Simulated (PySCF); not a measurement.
C8H10OSi (SMILES CCC[SiH2]C#CC#CC=O)

| atom | x (Å) | y (Å) | z (Å) |
| --- | --- | --- | --- |
| C | -2.9784 | 1.2636 | -1.1701 |
| C | -2.0194 | 0.6828 | -0.1374 |
| C | -2.0799 | -0.8432 | -0.1011 |
| Si | -0.8807 | -1.6125 | 1.1601 |
| C | 0.8204 | -1.0406 | 0.7020 |
| C | 1.9239 | -0.6341 | 0.3940 |
| C | 3.1520 | -0.1775 | 0.0633 |
| C | 4.2613 | 0.2277 | -0.2250 |
| C | 5.5579 | 0.6989 | -0.5550 |
| O | 5.8462 | 1.8327 | -0.8416 |
| H | -2.9192 | 2.3498 | -1.1814 |
| H | -2.7323 | 0.8979 | -2.1651 |
| H | -4.0045 | 0.9779 | -0.9447 |
| H | -2.2673 | 1.0822 | 0.8488 |
| H | -1.0009 | 1.0011 | -0.3725 |
| H | -1.8603 | -1.2283 | -1.0996 |
| H | -3.1019 | -1.1527 | 0.1289 |
| H | -1.1401 | -1.1288 | 2.5207 |
| H | -0.9014 | -3.0771 | 1.0861 |
| H | 6.3197 | -0.1091 | -0.5232 |

Geometry: GFN2-xTB.

Method: PBE0/pcSseg-1, SCF density, gas phase, non-relativistic in PySCF 2.14.0.

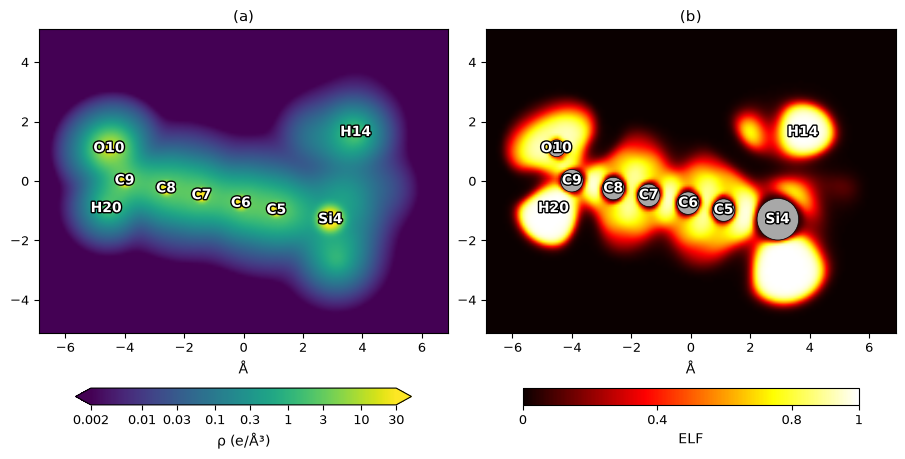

Figure 1. (a) electron density; (b) electron localisation function on the plane of atoms C8, C9 and O10. Grey discs cover the atomic cores in the ELF map.

Q: Interpret the plot.

A:
- The section cuts through Si, C, O and H sites.
- C–O (1.20 Å): ρ at the midpoint is about 3.3 e/Å³; the ELF peaks at about 0.85 between the atoms; a short, multiple covalent bond.
- C–C (1.22 Å): ρ is about 2.7 e/Å³ halfway; the ELF peaks at about 0.85 between the atoms (a multiple bond).
- C–Si (1.85 Å): ρ at the midpoint is about 0.91 e/Å³; the ELF peaks at about 0.95 between the atoms (a covalent bond).
- C–H (1.11 Å): ρ at the midpoint is about 2 e/Å³; the ELF climbs to about 1 towards the hydrogen, as it does in any bond to H; an ordinary covalent bond to hydrogen.
- C–C (1.35 Å): the density is about 2.1 e/Å³ at the midpoint; the ELF peaks at about 0.95 between the atoms: localised, covalent bonding.
- The ELF also peaks beside O10, away from the bonds: lone-pair regions.

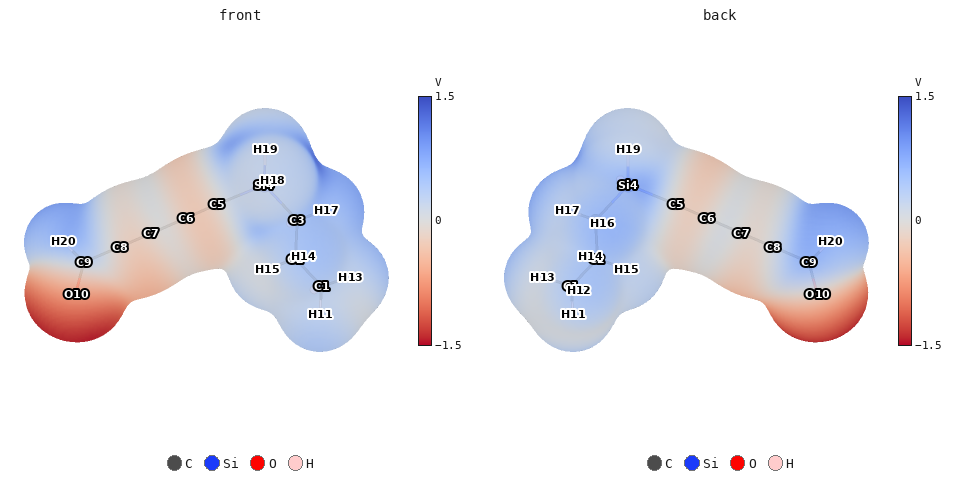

Figure 2. The molecular electrostatic potential painted on the density surface at 0.001 e/bohr³, seen from the front and from behind; the colour scale runs from red (negative) to blue (positive).

Q: Where is the surface potential most negative and most positive?

A: The most negative region (about −1.4 V) lies over O10, the most positive (about +1.1 V) over Si4. O10 is the likeliest acceptor of a hydrogen bond.
